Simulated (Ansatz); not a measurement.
Species, as SMILES: F[B]F, doublet.
Atoms: B1, F2, F3. Bonds: B1-F2, B1-F3.

Basis-set convergence of the highest harmonic wavenumber at PBE with Ansatz (a program for electronic structure). Each level at its own minimum, finite differences of forces, unscaled; the reference is a large set that could be run, not a limit. Cartesian d functions, on some or all atoms, in 6-31G**, 6-31+G*; all else is spherical. The program fits the integrals of some runs and decomposes those of others, by size. Open shells are unrestricted. No added dispersion term, no relativity. Reference: the value in def2-QZVPP, 1374 cm⁻¹, itself unsure by roughly 4 cm⁻¹ (its mean distance from cc-pVQZ, aug-pcseg-2, aug-cc-pVTZ). Deviations are taken from unrounded values.

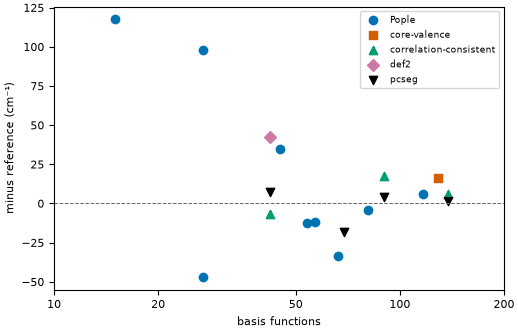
Figure: Deviation from the reference against the number of basis functions, by family of sets.

| basis | functions | highest harmonic wavenumber (cm⁻¹) | minus reference (cm⁻¹) |
|---|---|---|---|
| STO-3G | 15 | 1491 | 117 |
| 3-21G | 27 | 1472 | 98 |
| 6-31G | 27 | 1327 | -47 |
| cc-pVDZ | 42 | 1367 | -7 |
| def2-SVP | 42 | 1416 | 43 |
| pcseg-1 | 42 | 1381 | 7 |
| 6-31G** | 45 | 1408 | 35 |
| 6-311G** | 54 | 1361 | -12 |
| 6-31+G* | 57 | 1362 | -12 |
| 6-311+G** | 66 | 1340 | -33 |
| aug-pcseg-1 | 69 | 1356 | -18 |
| 6-311++G(2d,2p) | 81 | 1370 | -4 |
| cc-pVTZ | 90 | 1391 | 18 |
| pcseg-2 | 90 | 1378 | 4 |
| 6-311++G(3df,3pd) | 117 | 1379 | 6 |
| cc-pCVTZ | 129 | 1390 | 16 |
| aug-cc-pVTZ | 138 | 1380 | 6 |
| aug-pcseg-2 | 138 | 1375 | 2 |
